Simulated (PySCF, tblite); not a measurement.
**C4H10N2Si2: a rotation path, then NMR shifts on frames**

How do NMR shifts of C4H10N2Si2 (`N#C[SiH2]N([SiH3])C1CC1`) change as the atoms move?

Computed with tblite 0.8.0 and PySCF 2.14.0, with density-fitted response routines of our own, on a single molecule in the gas phase. Atoms are numbered from 0 throughout.

### 1 Starting geometry

18 atoms, charge 0, multiplicity 1; geometry from: GFN2-xTB.

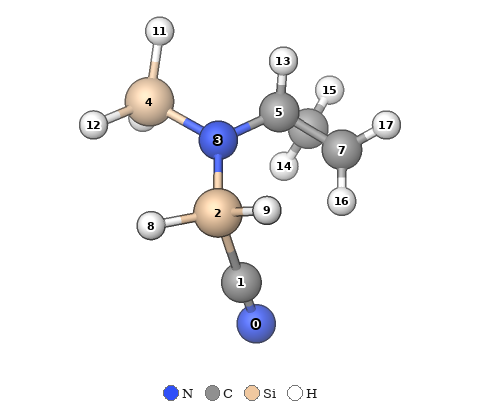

The starting geometry (nitrogen blue, carbon grey, silicon light orange, hydrogen white), atoms numbered.

### 2 The rotation path with GFN2-xTB

The job: settings as JSON, then the geometry in Å.

```
{"job": {"kind": "neb", "xc": "GFN2-xTB", "basis": "xTB", "atoms": [1, 2, 3, 5], "turn": 120}, "charge": 0, "multiplicity": 1}
N      1.557165    -3.098940    -0.024031
C      1.388992    -2.113682    -0.585029
Si     1.081510    -0.479949    -1.455686
N      0.348922     0.637515    -0.358146
Si     1.183704     1.893816     0.522761
C     -1.011527     0.448389     0.054785
C     -1.336284    -0.351926     1.282932
C     -1.734942    -0.853328    -0.073584
H      2.388396     0.042917    -1.832900
H      0.176911    -0.756690    -2.572195
H      1.479981     1.455662     1.889299
H      0.283632     3.049126     0.550774
H      2.399607     2.177171    -0.230256
H     -1.608020     1.343838    -0.100727
H     -0.518165    -0.858090     1.772319
H     -2.099792     0.007876     1.955449
H     -1.210105    -1.714096    -0.457894
H     -2.778743    -0.823293    -0.349526
```

Level: GFN2-xTB climbing-image nudged elastic band, gas phase.

Launch:

```sh
> OMP_NUM_THREADS=1 python probes_run.py task.json out
```

The driver reads the jobs from task.json and runs them one after another.

What it wrote:

```text
image   E - E0 / eV
  0       0.0000
  1       0.0184
  2       0.0590
  3       0.0968
  4       0.1134
  5       0.1028
  6       0.0712
  7       0.0329
  8       0.0082
```

It took 23 s on 1 thread, shared host.

The final band, with the dihedral C1–Si2–N3–C5:

```csv
image,dihedral (°),energy (eV),energy (kcal/mol)
0,-71,0.000,0.0
1,-60,0.018,0.4
2,-48,0.059,1.4
3,-35,0.097,2.2
4,-20,0.113,2.6
5,-4,0.103,2.4
6,13,0.071,1.6
7,29,0.033,0.8
8,40,0.008,0.2
```

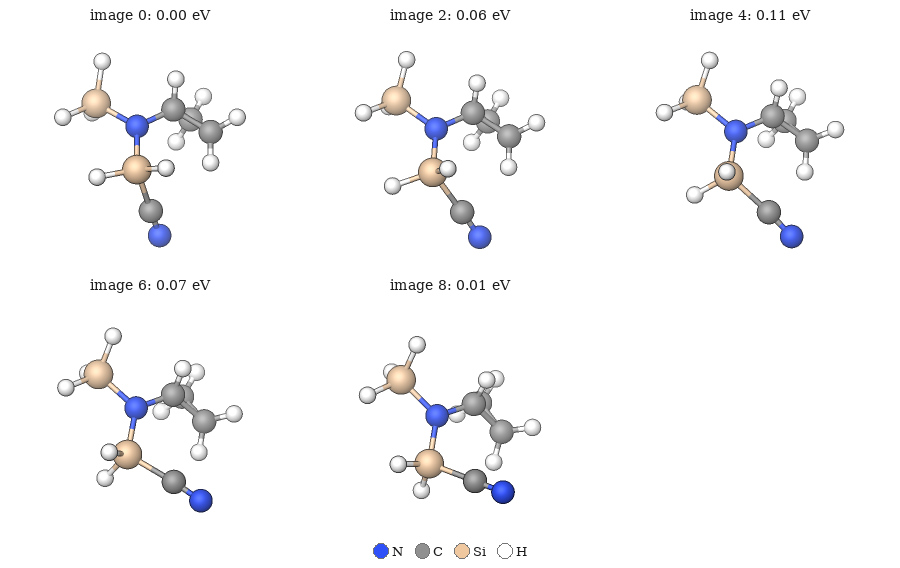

Images along the band.

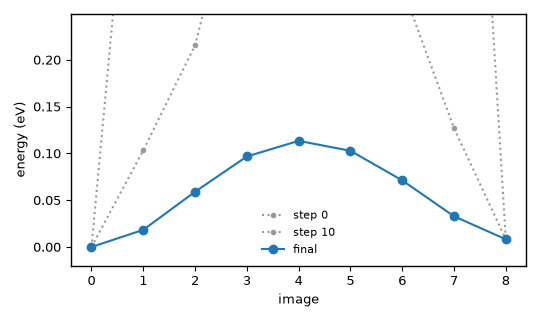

Energy along the band, early and final.

### 3 Nuclear shieldings: image 0, PBE0/pcSseg-1

The job: settings as JSON, then the geometry in Å.

```
{"job": {"kind": "nmr", "xc": "PBE0", "basis": "pcSseg-1", "pop": false}, "charge": 0, "multiplicity": 1}
N      1.557200    -3.098900    -0.024000
C      1.389000    -2.113700    -0.585000
Si     1.081500    -0.479900    -1.455700
N      0.348900     0.637500    -0.358100
Si     1.183700     1.893800     0.522800
C     -1.011500     0.448400     0.054800
C     -1.336300    -0.351900     1.282900
C     -1.734900    -0.853300    -0.073600
H      2.388400     0.042900    -1.832900
H      0.176900    -0.756700    -2.572200
H      1.480000     1.455700     1.889300
H      0.283600     3.049100     0.550800
H      2.399600     2.177200    -0.230300
H     -1.608000     1.343800    -0.100700
H     -0.518200    -0.858100     1.772300
H     -2.099800     0.007900     1.955400
H     -1.210100    -1.714100    -0.457900
H     -2.778700    -0.823300    -0.349500
```

Method: GIAO PBE0/pcSseg-1 NMR shielding, non-relativistic, gas phase.

What it wrote:

```text
coarse grid: 15920 points
cycle   1  E = -846.1926354874  dE =  9.286e-01  |g| = 5.142e-01  |ddm| = 3.910e+00
cycle   2  E = -846.0803723310  dE =  1.123e-01  |g| = 8.805e-01  |ddm| = 1.026e+00
cycle   3  E = -846.2496609591  dE = -1.693e-01  |g| = 1.888e-01  |ddm| = 6.435e-01
cycle   4  E = -846.2566792058  dE = -7.018e-03  |g| = 5.778e-02  |ddm| = 1.389e-01
cycle   5  E = -846.2573084979  dE = -6.293e-04  |g| = 2.083e-02  |ddm| = 5.720e-02
cycle   6  E = -846.2574048608  dE = -9.636e-05  |g| = 4.609e-03  |ddm| = 2.296e-02
cycle   7  E = -846.2574094129  dE = -4.552e-06  |g| = 7.805e-04  |ddm| = 4.390e-03
final grid: 144392 points
cycle   8  E = -846.3011577297  dE = -3.448e-05  |g| = 7.212e-03  |ddm| = 2.985e-02
cycle   9  E = -846.3011492675  dE =  8.462e-06  |g| = 9.401e-03  |ddm| = 1.495e-02
cycle  10  E = -846.3011703789  dE = -2.111e-05  |g| = 1.363e-03  |ddm| = 8.677e-03
cycle  11  E = -846.3011707349  dE = -3.560e-07  |g| = 5.007e-04  |ddm| = 1.123e-03
cycle  12  E = -846.3011707796  dE = -4.464e-08  |g| = 2.067e-04  |ddm| = 3.863e-04
cycle  13  E = -846.3011707885  dE = -8.901e-09  |g| = 4.345e-05  |ddm| = 1.722e-04
cycle  14  E = -846.3011707889  dE = -4.204e-10  |g| = 8.809e-06  |ddm| = 5.035e-05
converged SCF energy = -846.3011707889

GIAO shielding tensors (ppm)
atom      isotropic    diamagn.    paramagn.     s11        s22        s33       span
  0 N      -89.716     338.506    -428.222   -286.517   -270.650    288.018    574.535
  1 C       60.022     264.974    -204.952    -58.069    -50.296    288.432    346.500
  2 Si     414.666     880.402    -465.736    359.521    408.763    475.713    116.192
  3 N      244.619     329.864     -85.245    214.906    242.593    276.359     61.453
  4 Si     396.071     881.026    -484.955    352.613    367.176    468.425    115.813
  5 C      152.886     245.979     -93.093    118.441    127.919    212.298     93.856
  6 C      178.485     254.231     -75.747    140.847    175.582    219.025     78.179
  7 C      178.215     255.769     -77.554    148.431    173.920    212.295     63.864
  8 H       27.006      28.928      -1.922     23.197     25.672     32.148      8.952
  9 H       26.772      29.069      -2.296     23.706     24.575     32.035      8.329
 10 H       26.913      30.321      -3.408     22.956     25.452     32.332      9.376
 11 H       27.109      29.846      -2.738     23.693     25.065     32.568      8.875
 12 H       27.061      30.011      -2.951     23.151     25.712     32.319      9.167
 13 H       29.250      32.000      -2.750     21.913     27.951     37.887     15.974
 14 H       31.045      33.789      -2.744     26.040     28.832     38.261     12.221
 15 H       31.078      31.655      -0.577     25.516     26.187     41.532     16.016
 16 H       30.283      33.986      -3.703     24.156     28.453     38.240     14.085
 17 H       30.923      31.205      -0.282     24.871     26.218     41.679     16.808
```

Wall time 88 s (1 thread, shared host).

Shifts follow as δ = σ(reference) − σ, with reference shieldings (ppm) from runs at the same level and on the same kind of geometry: ¹H TMS 31.72, ¹³C TMS 186.9, ²⁹Si TMS 349.2, ¹⁵N NH3 267.7. The references are single molecules in the gas phase, so shifts against H2O, NH3, PH3, H3PO4 or CFCl3 are not on the usual liquid scales and can be off by tens of ppm. Each atom is listed at this fixed geometry, with no averaging over motion; a spectrum would average atoms that exchange fast.

```csv
atoms,environment,σ (ppm),δ (ppm)
C1,nitrile carbon,60.0,126.9
C5,three-membered-ring carbon,152.9,34.0
C7,three-membered-ring carbon,178.2,8.7
C6,three-membered-ring carbon,178.5,8.4
H9,"hydrogen on a silicon bonded to C, N",26.77,4.94
H10,hydrogen on a silicon bonded to N,26.91,4.80
H8,"hydrogen on a silicon bonded to C, N",27.01,4.71
H12,hydrogen on a silicon bonded to N,27.06,4.66
H11,hydrogen on a silicon bonded to N,27.11,4.61
H13,hydrogen on a three-membered-ring carbon,29.25,2.47
H16,hydrogen on a three-membered-ring carbon,30.28,1.43
H17,hydrogen on a three-membered-ring carbon,30.92,0.79
H14,hydrogen on a three-membered-ring carbon,31.04,0.67
H15,hydrogen on a three-membered-ring carbon,31.08,0.64
N0,nitrile nitrogen,-89.7,357.4
N3,"nitrogen bonded to C, 2 Si",244.6,23.1
Si4,"silicon bonded to N, 3 H",396.1,-46.9
Si2,"silicon bonded to C, N, 2 H",414.7,-65.5
```

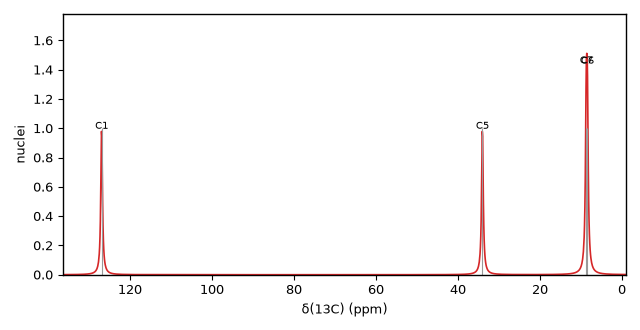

¹³C lines at the computed shifts, without couplings. Lines are broadened to a width of 0.47 ppm (Lorentzian).

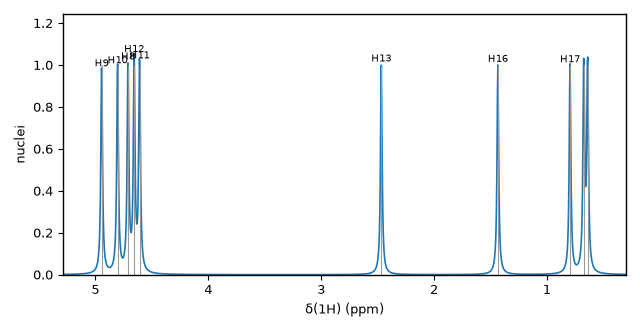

¹H lines at the computed shifts, without couplings. Lines are broadened to a width of 0.02 ppm (Lorentzian).

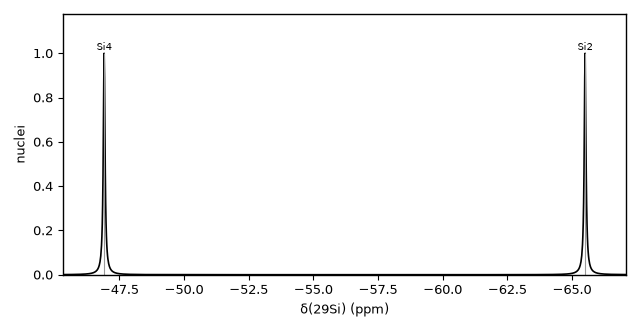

²⁹Si lines at the computed shifts, without couplings. Lines are broadened to a width of 0.08 ppm (Lorentzian).

Ring of atoms C5, C6, C7: NICS(0) -41.8, NICS(1) -8.3, NICS(1)zz -22.1 ppm (means of both faces).

In rings of three or four atoms NICS is ruled by the nearby σ bonds, so it says little on aromaticity.

### 4 Nuclear shieldings: image 2, PBE0/pcSseg-1

The job: settings as JSON, then the geometry in Å.

```
{"job": {"kind": "nmr", "xc": "PBE0", "basis": "pcSseg-1", "pop": false}, "charge": 0, "multiplicity": 1}
N      0.939800    -3.367200    -0.574900
C      1.029300    -2.260800    -0.860500
Si     1.211400    -0.467400    -1.375800
N      0.378200     0.612000    -0.312600
Si     1.088300     2.033000     0.418900
C     -0.979100     0.389000     0.099600
C     -1.259600    -0.339000     1.382300
C     -1.655300    -0.942000     0.066500
H      2.641500    -0.202800    -1.250400
H      0.685200    -0.393800    -2.743400
H      1.433500     1.754400     1.815100
H      0.082000     3.095400     0.353300
H      2.261600     2.364500    -0.380800
H     -1.614500     1.244800    -0.113700
H     -0.410700    -0.775800     1.886200
H     -2.026000     0.031500     2.045300
H     -1.110800    -1.806200    -0.274100
H     -2.703500    -0.963200    -0.192800
```

With the program's defaults for keys left out, this is: GIAO PBE0/pcSseg-1 NMR shielding, non-relativistic, gas phase.

What it wrote:

```text
coarse grid: 15920 points
cycle   1  E = -846.1880291195  dE =  9.361e-01  |g| = 5.158e-01  |ddm| = 3.910e+00
cycle   2  E = -846.0758719316  dE =  1.122e-01  |g| = 8.815e-01  |ddm| = 1.053e+00
cycle   3  E = -846.2451472110  dE = -1.693e-01  |g| = 1.908e-01  |ddm| = 6.541e-01
cycle   4  E = -846.2523330083  dE = -7.186e-03  |g| = 5.758e-02  |ddm| = 1.399e-01
cycle   5  E = -846.2529599388  dE = -6.269e-04  |g| = 2.068e-02  |ddm| = 5.793e-02
cycle   6  E = -846.2530547516  dE = -9.481e-05  |g| = 4.583e-03  |ddm| = 2.335e-02
cycle   7  E = -846.2530592210  dE = -4.469e-06  |g| = 7.786e-04  |ddm| = 4.317e-03
final grid: 144392 points
cycle   8  E = -846.2968839837  dE = -3.265e-05  |g| = 7.441e-03  |ddm| = 3.058e-02
cycle   9  E = -846.2968752801  dE =  8.704e-06  |g| = 9.623e-03  |ddm| = 1.540e-02
cycle  10  E = -846.2968973392  dE = -2.206e-05  |g| = 1.512e-03  |ddm| = 8.879e-03
cycle  11  E = -846.2968977809  dE = -4.417e-07  |g| = 5.304e-04  |ddm| = 1.166e-03
cycle  12  E = -846.2968978335  dE = -5.258e-08  |g| = 1.914e-04  |ddm| = 4.145e-04
cycle  13  E = -846.2968978411  dE = -7.587e-09  |g| = 4.340e-05  |ddm| = 1.725e-04
cycle  14  E = -846.2968978415  dE = -4.188e-10  |g| = 8.809e-06  |ddm| = 5.117e-05
converged SCF energy = -846.2968978415

GIAO shielding tensors (ppm)
atom      isotropic    diamagn.    paramagn.     s11        s22        s33       span
  0 N      -93.964     337.593    -431.557   -288.214   -277.881    284.203    572.417
  1 C       58.669     264.465    -205.796    -62.820    -49.285    288.112    350.932
  2 Si     419.068     880.135    -461.067    369.394    410.454    477.357    107.963
  3 N      252.459     330.104     -77.645    223.618    244.677    289.082     65.464
  4 Si     395.091     880.676    -485.585    344.152    374.661    466.461    122.309
  5 C      153.958     245.791     -91.832    123.258    126.387    212.230     88.972
  6 C      176.890     254.056     -77.166    136.757    176.048    217.866     81.110
  7 C      178.296     255.331     -77.035    147.919    175.529    211.438     63.519
  8 H       26.986      28.925      -1.939     23.019     25.973     31.966      8.947
  9 H       26.708      28.336      -1.628     22.758     24.743     32.624      9.866
 10 H       26.900      29.924      -3.024     22.819     25.358     32.522      9.702
 11 H       27.149      29.640      -2.492     23.800     25.200     32.446      8.646
 12 H       27.077      29.696      -2.620     23.120     25.729     32.381      9.261
 13 H       29.374      32.045      -2.671     22.038     28.184     37.901     15.863
 14 H       31.272      33.348      -2.075     26.403     29.011     38.403     12.001
 15 H       31.022      31.574      -0.552     25.493     26.147     41.426     15.932
 16 H       29.059      34.667      -5.608     21.400     26.255     39.522     18.121
 17 H       31.050      31.389      -0.339     25.022     26.442     41.687     16.665
```

Run time: 89 s. Hardware: 1 thread, shared host.

In short: δ C1 128.3, C5 33.0, C6 10.0, C7 8.6, H9 5.01, H10 4.82 ppm.

(Part 1 of 2 ends here.)
